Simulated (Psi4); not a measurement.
# One shape, several levels: [SiH5]− (SMILES [H][Si-]([H])([H])([H])[H])

Aim: a comparison of 4 runs (HF/3-21G, PBE/def2-SVP, PBE0/def2-SVPD, CCSD/jun-cc-pVDZ) of [SiH5]−. 

The calculation is run with Psi4 1.11.

## Step 1: The structure to begin with

[SiH5]− has 6 atoms, charge -1, and is taken as a singlet. SMILES: `[H][Si-]([H])([H])([H])[H]`. The shape is that of a GFN2-xTB optimisation.

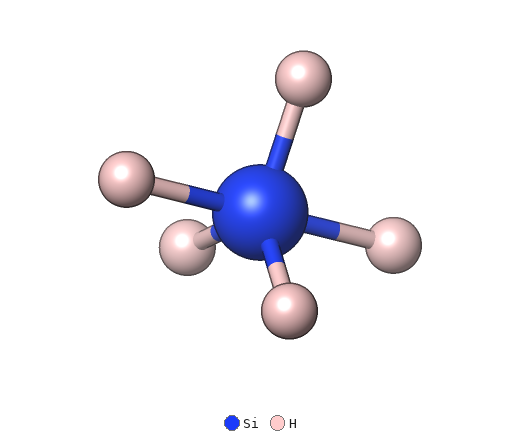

The structure, seen from a chosen angle (silicon blue, hydrogen pink).

## Step 2: Energy and gradient at HF/3-21G (run 1)

File input.json:

```json
{
  "schema_name": "qcschema_input",
  "schema_version": 1,
  "molecule": {
    "schema_name": "qcschema_molecule",
    "schema_version": 2,
    "symbols": ["Si", "H", "H", "H", "H", "H"],
    "geometry": [-0.00045353, 0.00043464, 0.0027779, -0.03758665, -0.01472097, 3.09898077, 0.04117713, 0.01485325, -3.10376178, 2.81688245, 0.02239325, 0.03628274, -1.43156203, 2.42848704, -0.00495108, -1.38843848, -2.45144722, -0.02932855],
    "molecular_charge": -1,
    "molecular_multiplicity": 1,
    "fix_symmetry": "c1"
  },
  "driver": "gradient",
  "model": {
    "method": "hf",
    "basis": "3-21G"
  },
  "keywords": {
    "puream": true,
    "e_convergence": 1e-09,
    "d_convergence": 1e-08,
    "scf_type": "pk",
    "scf_properties": ["LOWDIN_CHARGES", "DIPOLE", "WIBERG_LOWDIN_INDICES"]
  }
}
```

Launch:

```sh
$ psi4 --qcschema input.json -n 1 --memory 1600MB
```

stdout:

```text
[...]
  Running in c1 symmetry.
[...]
  Nuclear repulsion =   26.139781456709677
[...]
  Multiplicity = 1
[...]
  Nalpha       = 10
  Nbeta        = 10
[...]
    Number of basis functions: 23
[...]
   @RHF iter   1:  -290.14945200491695   -4.93287e-01   5.92807e-03 DIIS/ADIIS
[...]
   @RHF iter   8:  -290.16849013964844   -7.38964e-13   6.58583e-09 DIIS
[...]
    Orbital Energies [Eh]
    ---------------------
    Doubly Occupied:
       1A    -68.074803     2A     -5.879491     3A     -3.976703
       4A     -3.976700     5A     -3.974573     6A     -0.510351
       7A     -0.267334     8A     -0.267239     9A     -0.242431
      10A     -0.059860
[...]
  @RHF Final Energy:  -290.16849013964844
   => Energetics <=
    Nuclear Repulsion Energy =             26.1397814567096773
    One-Electron Energy =                -458.1575724259754452
    Two-Electron Energy =                 141.8493008296173059
    Total Energy =                       -290.1684901396484975
[...]
 Multipole Moments:
 ------------------------------------------------------------------------------------
     Multipole            Electronic (a.u.)      Nuclear  (a.u.)        Total (a.u.)
 ------------------------------------------------------------------------------------
 L = 1.  Multiply by 2.5417464519 to convert [e a0] to [Debye]
 Dipole X            :         -0.0027096            0.0011509           -0.0015587
 Dipole Y            :          0.0016357           -0.0010953            0.0005404
 Dipole Z            :          0.0195237           -0.0070006            0.0125231
 Magnitude           :                                                    0.0126313
[...]
  -Total Gradient:
     Atom            X                  Y                   Z
    ------   -----------------  -----------------  -----------------
       1       -0.000073398829    -0.000013899809     0.000714134213
       2        0.000162973877     0.000024203166    -0.006649345618
       3        0.000019707435    -0.000092000120     0.005944589377
       4       -0.015416525799    -0.000153572122    -0.000209458357
       5        0.007720209701    -0.013120325439     0.000069034908
       6        0.007587033615     0.013355594325     0.000131045477
[...]
```

The result, in JSON:

```text
{
 "driver": "gradient",
 "model": {
  "method": "hf",
  "basis": "3-21G"
 },
 "success": true,
 "return_result": [-7.339882939209061e-05, -1.3899809456078063e-05, 0.000714134213098054, 0.00016297387732852131, 2.420316567738629e-05, -0.006649345618174644, 1.9707434502542337e-05, -9.200012033724978e-05, 0.005944589377254936, -0.015416525798843117, -0.00015357212156744842, -0.0002094583573165477, 0.007720209701247149, -0.013120325438911867, 6.903490845071796e-05, 0.007587033615154892, 0.013355594324590492, 0.00013104547668108522],
 "properties": {
  "calcinfo_nbasis": 23,
  "calcinfo_nmo": 23,
  "calcinfo_nalpha": 10,
  "calcinfo_nbeta": 10,
  "calcinfo_natom": 6,
  "nuclear_repulsion_energy": 26.139781456709677,
  "return_energy": -290.16849013964844,
  "return_gradient": [-7.339882939209061e-05, -1.3899809456078063e-05, 0.000714134213098054, 0.00016297387732852131, 2.420316567738629e-05, -0.006649345618174644, 1.9707434502542337e-05, -9.200012033724978e-05, 0.005944589377254936, -0.015416525798843117, -0.00015357212156744842, -0.0002094583573165477, 0.007720209701247149, -0.013120325438911867, 6.903490845071796e-05, 0.007587033615154892, 0.013355594324590492, 0.00013104547668108522],
  "scf_one_electron_energy": -458.15757242597545,
  "scf_two_electron_energy": 141.8493008296173,
  "scf_dipole_moment": [-0.0015587498688189594, 0.0005403669841859433, 0.01252309414341457],
  "scf_total_energy": -290.16849013964844,
  "scf_total_gradient": [-7.339882939209061e-05, -1.3899809456078063e-05, 0.000714134213098054, 0.00016297387732852131, 2.420316567738629e-05, -0.006649345618174644, 1.9707434502542337e-05, -9.200012033724978e-05, 0.005944589377254936, -0.015416525798843117, -0.00015357212156744842, -0.0002094583573165477, 0.007720209701247149, -0.013120325438911867, 6.903490845071796e-05, 0.007587033615154892, 0.013355594324590492, 0.00013104547668108522],
  "scf_iterations": 8
 }
}
```

Wall time 1.4 s (1 thread of INTEL XEON PLATINUM 8581C at 2.10GHz (Emerald Rapids), shared host); peak memory 0.18 GiB.

## Step 3: A single-point energy at PBE/def2-SVP (run 2)

File input.in:

```
memory 1.6 GB

molecule mol {
  -1 1
  Si    -0.000240     0.000230     0.001470
  H     -0.019890    -0.007790     1.639910
  H      0.021790     0.007860    -1.642440
  H      1.490630     0.011850     0.019200
  H     -0.757550     1.285100    -0.002620
  H     -0.734730    -1.297250    -0.015520
  symmetry c1
  no_reorient
  no_com
}

set basis def2-SVP
set puream true
set e_convergence 1e-09
set d_convergence 1e-08
set scf_type pk
set dft_radial_points 99
set dft_spherical_points 590

e = energy('pbe')
```

Launch:

```sh
$ psi4 -i input.in -o input.out -n 1
```

input.out:

```text
[...]
  Running in c1 symmetry.
[...]
  Nuclear repulsion =   26.139781458618401
[...]
  Multiplicity = 1
[...]
  Nalpha       = 10
  Nbeta        = 10
[...]
    Number of basis functions: 43
[...]
   @RKS iter   1:  -292.03232986584175   -1.63207e-01   8.58183e-03 DIIS/ADIIS
[...]
   @RKS iter   9:  -292.16555302139597   -1.42109e-12   2.83174e-09 DIIS
[...]
    Orbital Energies [Eh]
    ---------------------
    Doubly Occupied:
       1A    -65.170011     2A     -4.816742     3A     -3.232221
       4A     -3.232213     5A     -3.229741     6A     -0.252822
       7A     -0.083906     8A     -0.083848     9A     -0.053357
      10A      0.065878
[...]
  @RKS Final Energy:  -292.16555302139597
   => Energetics <=
    Nuclear Repulsion Energy =             26.1397814586184012
    One-Electron Energy =                -460.2909819219609631
    Two-Electron Energy =                 164.7526968029897887
    DFT Exchange-Correlation Energy =     -22.7670493610432594
    Empirical Dispersion Energy =           0.0000000000000000
    VV10 Nonlocal Energy =                  0.0000000000000000
    Total Energy =                       -292.1655530213959651
[...]
 Multipole Moments:
 ------------------------------------------------------------------------------------
     Multipole            Electronic (a.u.)      Nuclear  (a.u.)        Total (a.u.)
 ------------------------------------------------------------------------------------
 L = 1.  Multiply by 2.5417464519 to convert [e a0] to [Debye]
 Dipole X            :          0.0050008           -0.0058770           -0.0008763
 Dipole Y            :         -0.0057211            0.0056503           -0.0000708
 Dipole Z            :         -0.0267291            0.0361127            0.0093836
 Magnitude           :                                                    0.0094247
[...]
```

Run time: 6.3 s. Hardware: 1 thread of INTEL XEON PLATINUM 8581C at 2.10GHz (Emerald Rapids), shared host; peak memory 0.63 GiB.

## Step 4: Energy and forces at PBE0/def2-SVPD (run 3)

File run.py:

```python
import psi4

psi4.set_memory('1600 MB')
psi4.set_num_threads(1)
psi4.set_output_file('psi4.out', False)

molecule = psi4.geometry("""
-1 1
Si    -0.00045353     0.00043464     0.00277790
H     -0.03758665    -0.01472097     3.09898077
H      0.04117713     0.01485325    -3.10376178
H      2.81688245     0.02239325     0.03628274
H     -1.43156203     2.42848704    -0.00495108
H     -1.38843848    -2.45144722    -0.02932855
units bohr
symmetry c1
""")

options = {'basis': 'def2-SVPD', 'reference': 'rks', 'puream': True, 'e_convergence': 1e-09, 'd_convergence': 1e-08, 'scf_type': 'pk', 'dft_radial_points': 99, 'dft_spherical_points': 590}
psi4.set_options(options)

e_tot, wfn = psi4.gradient("PBE0", molecule=molecule, return_wfn=True)
psi4.oeprop(wfn, "MULLIKEN_CHARGES", "MAYER_INDICES", "DIPOLE", title="PBE0")
print('gradient / Eh bohr^-1')
print(e_tot.np.round(6))
print(f'energy = {wfn.energy():.10f} Eh')
for k, v in sorted(psi4.core.scalar_variables().items()):
    print(f'{k:45s} {v:18.10f}')
```

Launch:

```sh
$ python run.py
```

psi4.out (excerpt; [...] marks lines left out):

```text
[...]
  Running in c1 symmetry.
[...]
  Nuclear repulsion =   26.139781456709677
[...]
  Multiplicity = 1
[...]
  Nalpha       = 10
  Nbeta        = 10
[...]
    Number of basis functions: 64
[...]
   @RKS iter   1:  -292.12322724113409   -2.56060e-01   4.65242e-03 ADIIS/DIIS
[...]
   @RKS iter   8:  -292.21164044686122   -9.77707e-12   9.17227e-09 DIIS
[...]
  @RKS Final Energy:  -292.21164044686122
   => Energetics <=
    Nuclear Repulsion Energy =             26.1397814567096773
    One-Electron Energy =                -460.1169275060582891
    Two-Electron Energy =                 158.9991275903315397
    DFT Exchange-Correlation Energy =     -17.2336219878441312
    Empirical Dispersion Energy =           0.0000000000000000
    VV10 Nonlocal Energy =                  0.0000000000000000
    Total Energy =                       -292.2116404468612245
[...]
  -Total Gradient:
     Atom            X                  Y                   Z
    ------   -----------------  -----------------  -----------------
       1       -0.000041968878    -0.000032080032     0.000700653075
       2        0.000090518944     0.000003759668    -0.002167370658
       3        0.000057660284    -0.000057352836     0.001454205738
       4       -0.013573255720    -0.000132436462    -0.000176283503
       5        0.006790417692    -0.011539860219     0.000063532298
       6        0.006676672949     0.011758183105     0.000125270503
[...]
 Multipole Moments:
 ------------------------------------------------------------------------------------
     Multipole            Electronic (a.u.)      Nuclear  (a.u.)        Total (a.u.)
 ------------------------------------------------------------------------------------
 L = 1.  Multiply by 2.5417464519 to convert [e a0] to [Debye]
 Dipole X            :         -0.0022855            0.0011509           -0.0011346
 Dipole Y            :          0.0013983           -0.0010953            0.0003030
 Dipole Z            :          0.0193585           -0.0070006            0.0123579
 Magnitude           :                                                    0.0124135
[...]
  Mulliken Charges: (a.u.)
   Center  Symbol    Alpha    Beta     Spin     Total
       1    SI     7.96331  7.96331  0.00000 -1.92661
       2     H     0.39044  0.39044  0.00000  0.21913
       3     H     0.39126  0.39126  0.00000  0.21747
[...]
```

The script printed:

```text
gradient / Eh bohr^-1
[[-4.2000e-05 -3.2000e-05  7.0100e-04]
 [ 9.1000e-05  4.0000e-06 -2.1670e-03]
 [ 5.8000e-05 -5.7000e-05  1.4540e-03]
 [-1.3573e-02 -1.3200e-04 -1.7600e-04]
 [ 6.7900e-03 -1.1540e-02  6.4000e-05]
 [ 6.6770e-03  1.1758e-02  1.2500e-04]]
energy = -292.2116404469 Eh
CURRENT ENERGY                                   -292.2116404469
CURRENT REFERENCE ENERGY                         -292.2116404469
DD SOLVATION ENERGY                                 0.0000000000
DFT FUNCTIONAL TOTAL ENERGY                      -292.2116404469
DFT TOTAL ENERGY                                 -292.2116404469
DFT VV10 ENERGY                                     0.0000000000
DFT XC ENERGY                                     -17.2336219878
GRID ELECTRONS ALPHA                                9.9999999926
GRID ELECTRONS BETA                                 9.9999999926
GRID ELECTRONS TOTAL                               19.9999999851
NUCLEAR REPULSION ENERGY                           26.1397814567
ONE-ELECTRON ENERGY                              -460.1169275061
PCM POLARIZATION ENERGY                             0.0000000000
PE ENERGY                                           0.0000000000
SCF ITERATION ENERGY                             -292.2116404469
SCF ITERATIONS                                      8.0000000000
SCF TOTAL ENERGY                                 -292.2116404469
TWO-ELECTRON ENERGY                               158.9991275903
XC GRID RADIAL POINTS                              99.0000000000
XC GRID SPHERICAL POINTS                          590.0000000000
XC GRID TOTAL POINTS                           337107.0000000000
```

It took 9 s on 1 thread of INTEL XEON PLATINUM 8581C at 2.10GHz (Emerald Rapids), shared host; peak memory 0.87 GiB.

## Step 5: Energy and gradient at CCSD/jun-cc-pVDZ (run 4)

File h5si.xyz:

```xyz
6
H5Si
Si    -0.000240     0.000230     0.001470
H     -0.019890    -0.007790     1.639910
H      0.021790     0.007860    -1.642440
H      1.490630     0.011850     0.019200
H     -0.757550     1.285100    -0.002620
H     -0.734730    -1.297250    -0.015520
```

File h5si_ase.py:

```python
import numpy as np
from ase.calculators.psi4 import Psi4
from ase.io import read

atoms = read('h5si.xyz')
calc = Psi4(atoms=atoms, method='ccsd', basis='jun-cc-pVDZ', memory='1600MB', num_threads=1, charge=-1, multiplicity=1, label='h5si')
calc.psi4.set_options({'scf_type': 'pk', 'df_basis_mp2': 'def2-svp-ri', 'level_shift': 1.0, 'maxiter': 100})
atoms.calc = calc

forces = atoms.get_forces()
print(f'energy: {atoms.get_potential_energy():.6f} eV')
print('forces / eV A^-1')
print(np.round(forces, 5))
```

Launch:

```sh
$ python h5si_ase.py
```

h5si.dat:

```text
[...]
  Running in c1 symmetry.
[...]
  Nuclear repulsion =   26.139781458618401
[...]
  Multiplicity = 1
[...]
  Nalpha       = 10
  Nbeta        = 10
[...]
    Number of basis functions: 47
[...]
   @RHF iter   1:  -291.70574941112244   -4.32979e-01   3.90776e-03 DIIS/ADIIS
[...]
   @RHF iter  11:  -291.74361552907141   -3.41061e-13   6.96211e-11 DIIS
[...]
    Orbital Energies [Eh]
    ---------------------
    Doubly Occupied:
       1A    -68.568746     2A     -5.906468     3A     -4.014385
       4A     -4.014379     5A     -4.012119     6A     -0.500505
       7A     -0.267750     8A     -0.267664     9A     -0.239742
      10A     -0.081475
[...]
  @RHF Final Energy:  -291.74361552907141
   => Energetics <=
    Nuclear Repulsion Energy =             26.1397814586184012
    One-Electron Energy =                -460.0203266734440035
    Two-Electron Energy =                 142.1369296857541826
    Total Energy =                       -291.7436155290714055
[...]
 Multipole Moments:
 ------------------------------------------------------------------------------------
     Multipole            Electronic (a.u.)      Nuclear  (a.u.)        Total (a.u.)
 ------------------------------------------------------------------------------------
 L = 1.  Multiply by 2.5417464519 to convert [e a0] to [Debye]
 Dipole X            :         -0.0025099            0.0011509           -0.0013590
 Dipole Y            :          0.0015789           -0.0010953            0.0004836
 Dipole Z            :          0.0213292           -0.0070006            0.0143286
 Magnitude           :                                                    0.0144010
[...]
      * MP2 total energy                      = -291.898800527419326
[...]
      * CCSD total energy                     = -291.935698755608030
[...]
```

Standard output:

```text
energy: -7943.974993 eV
forces / eV A^-1
[[ 2.8300e-03  1.2100e-03 -3.7400e-02]
 [-4.9600e-03 -1.8000e-04  1.1918e-01]
 [-3.1300e-03  3.2300e-03 -8.2040e-02]
 [ 6.9776e-01  7.0100e-03  9.4000e-03]
 [-3.4905e-01  5.9323e-01 -3.1100e-03]
 [-3.4345e-01 -6.0449e-01 -6.0400e-03]]
```

Wall time 7.2 s (1 thread of INTEL XEON PLATINUM 8581C at 2.10GHz (Emerald Rapids), shared host); peak memory 0.37 GiB.

## Step 6: The series

```tsv
run	level	task	properties	energy (Eh)	HOMO energy (eV)	LUMO energy (eV)	HOMO–LUMO gap (eV)	wall time
1	HF/3-21G	gradient	(lowdin, dipole, wiberg)	-290.168490	-1.63	11.25	12.88	1.4 s
2	PBE/def2-SVP	energy	–	-292.165553	1.79	6.86	5.07	6.3 s
3	PBE0/def2-SVPD	gradient	(mulliken, mayer, dipole)	-292.211640	0.32	4.85	4.53	9 s
4	CCSD/jun-cc-pVDZ	gradient	–	-291.935699	-2.22	5.52	7.74	7.2 s
```

## Step 7: Outcome

| quantity | value |
| --- | --- |
| run 4: total energy | -291.93570 Eh |
| run 4: HOMO energy (Hartree–Fock orbitals) | -2.22 eV |
| run 4: LUMO energy (Hartree–Fock orbitals) | 5.52 eV |
| run 4: HOMO–LUMO gap (to an unbound level, set by the basis) | 7.74 eV |
| run 4: correlation energy | -192.1 mEh |
| run 4: T1 diagnostic | 0.007 |
| run 4: largest force on an atom | 0.698 eV/Å |

What this shows: Over runs 1, 2, 3 the HOMO–LUMO gap runs from 4.53 eV (PBE0/def2-SVPD) to 12.88 eV (HF/3-21G). The two ends differ in method and basis. The empty levels of an anion lie above zero and hang on the basis. Totals of different functionals can't be ranked against each other. In runs 2, 3 the HOMO lies above zero, so the outermost electron may be held by the basis alone. All runs together took 24 s, the longest 9 s.
